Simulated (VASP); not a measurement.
Band structure of Er (hcp). Computed with r2SCAN meta-GGA, VASP's PBE PAW potentials (set 64) (plane waves; VASP).

The 4f electrons are frozen in the core of the lanthanide potential, so 4f levels, which can set the real gap, and their magnetism are missing.

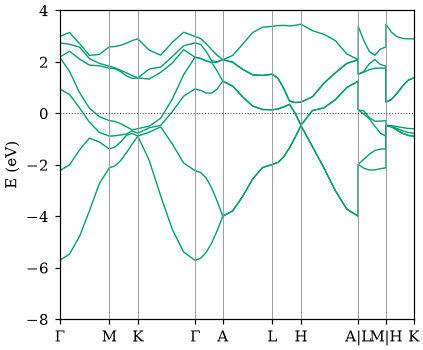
Figure: Bands along high-symmetry lines, zero at the valence-band maximum or, without a gap, the Fermi level

### Question
Read the plot: is there a gap, and where are the band edges?

### Answer
It has no gap at this level: it comes out as a metal or semimetal.

The compound is Er in the hcp structure. It was relaxed first.
